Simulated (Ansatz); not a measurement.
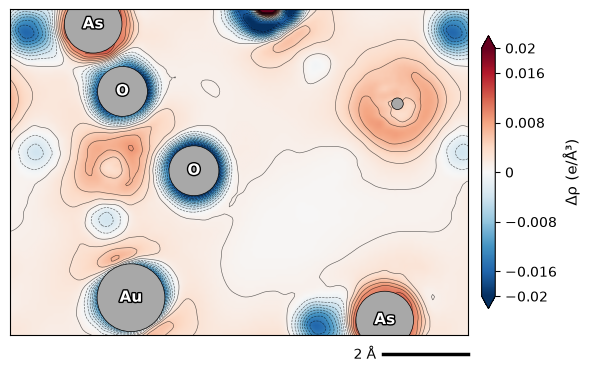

Ta₃AsAu₂O₁₃. Difference of the valence pseudo-densities of two functionals at the same geometry, on the (111) plane of the calculation cell: LDA less PBE.

Both computed with Ansatz (plane waves, PAW), on the same k-point mesh. Grey discs cover the atomic cores.

```
Ta As Au O
1.0
     5.72385   -0.00745   -0.00403
     1.30279    6.25499    0.00561
     0.27574    1.30074    8.36754
Ta As Au O
3 1 2 13
Cartesian
  1.8016 2.6675 4.8901
  0.6106 1.9943 8.3559
  4.2828 4.5395 4.2252
  4.7578 6.6860 6.9518
  3.4916 0.8150 1.5556
  1.4492 5.7148 3.7432
  4.8936 5.2811 5.9496
  3.3221 1.7411 5.8246
  6.2809 6.7422 7.6940
  3.3672 6.6706 7.9235
  4.5687 1.8638 0.2577
  1.7240 1.5064 0.9269
  0.9962 1.2256 4.1088
  3.3758 2.9946 3.6400
  0.9058 2.6910 6.5776
  6.1615 3.9169 3.8186
  4.0664 5.7780 2.9290
  2.4385 4.7506 5.2300
  6.5613 6.2408 1.8957
```

Where does the change of functional move the electrons?

Against PBE, LDA gives less density around O (−0.009 e/Å³ on average at 0.7 Å from the nucleus).
